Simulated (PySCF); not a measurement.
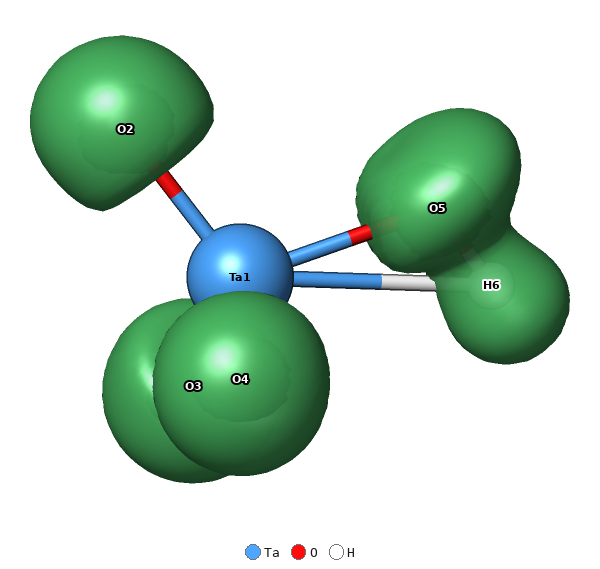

HO₄Ta (charge −2). Isosurface of the electron localisation function at 0.75 (green), seen at a tilt. Core shells and regions of very low density are left out.

Geometry: PBE-D3(BJ)/ma-def2-SVP; core potentials replace the inner electrons of Ta.

All numbers below come from DFT single point, gas phase, functional TPSSh (PySCF 2.14.0, density-fitted response routines).

The calculation's input:

```
{"job": {"kind": "sp", "xc": "TPSSh", "basis": "ma-def2-SVP", "d3": "d3bj", "grid": 3}, "charge": -2, "multiplicity": 1}
Ta     0.186574     0.327465     0.300852
O      0.161654     0.287703     2.152529
O      1.917044     0.290194    -0.364140
O     -0.705189     1.817308    -0.350973
O     -0.765227    -1.390470    -0.422850
H     -0.555892    -1.458872    -1.370490
```

Command:

```sh
OMP_NUM_THREADS=1 python redox_run.py task.json out
```

Q: Describe the localisation domains.

A: The surface consists of three regions wrapped around O (the valence shell of each) and one joined region spread over several atoms (H, O), in which their bonds and any lone pairs are merged. Profiles from the grid: Ta1···H6 (2.56 Å): the ELF climbs to about 0.95 towards the hydrogen. Ta–O (1.85 Å): the ELF peaks at about 0.80 in the valence shell of O, 0.5 Å from its nucleus, and drops to about 0.25 between the two atoms.
